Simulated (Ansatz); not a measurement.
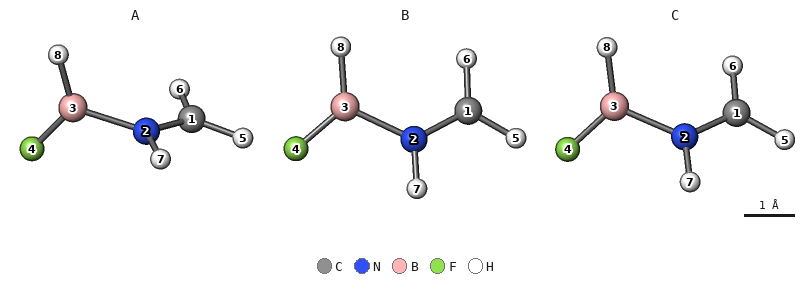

3 geometries from a converged minimum-energy path of CH₄BFN (charge +1), shuffled. Style: ball-and-stick. Shown face on.

Method: RKS PBE-D4/def2-SVP in Ansatz 0.2.0. Run with 7 movable images; climbing image; force threshold 0.05 eV/Å; iteration limit 60; starting path by image-dependent pair potential.

Which frame is the top of the path?

Answer. A. In order along the path, whose images run from 0 to 8: B (image 1, +0.037 eV), C (image 2, +0.128 eV), A (image 4, +0.258 eV). The motion is a rotation about the N2–B3 bond by about 180°. No bond forms or breaks between the ends. Among the angles between lasting bonds that change up to the highest image: C1–N2–B3 123.9° → 126.7°.
